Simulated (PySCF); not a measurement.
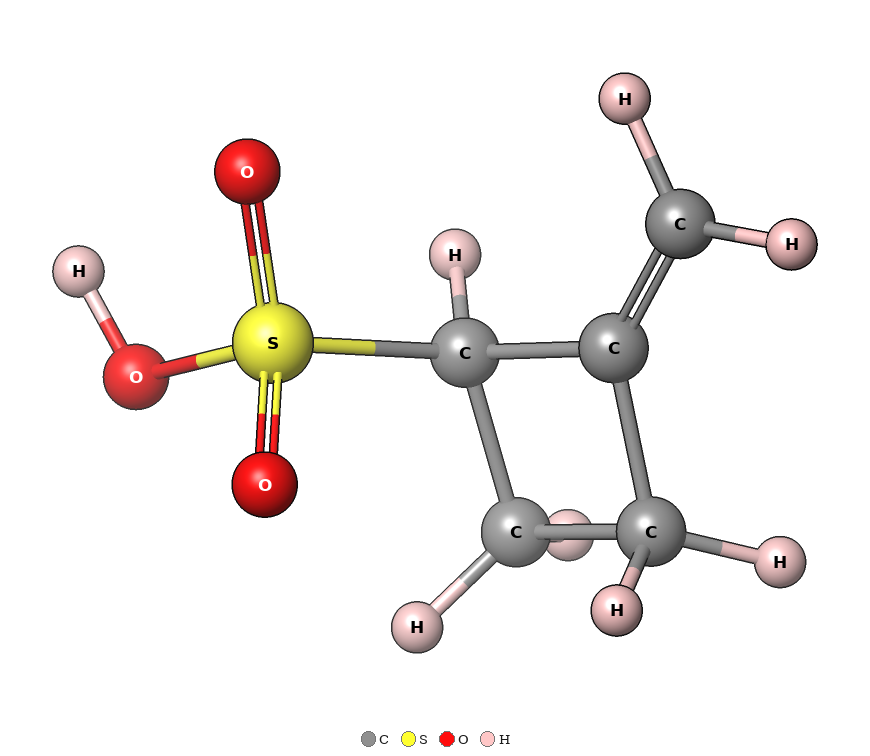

Distant atoms are faded towards the background colour. The computed structure is the end point of a PBE0-D3(BJ)/def2-SVP optimisation. No frequency run is at hand to confirm it as a minimum.

Question: Which symmetry elements does this geometry have?

Answer: It has no symmetry element but the identity, so the point group is C1. The group has 1 operation. The geometry is chiral, and symmetry allows a dipole moment.
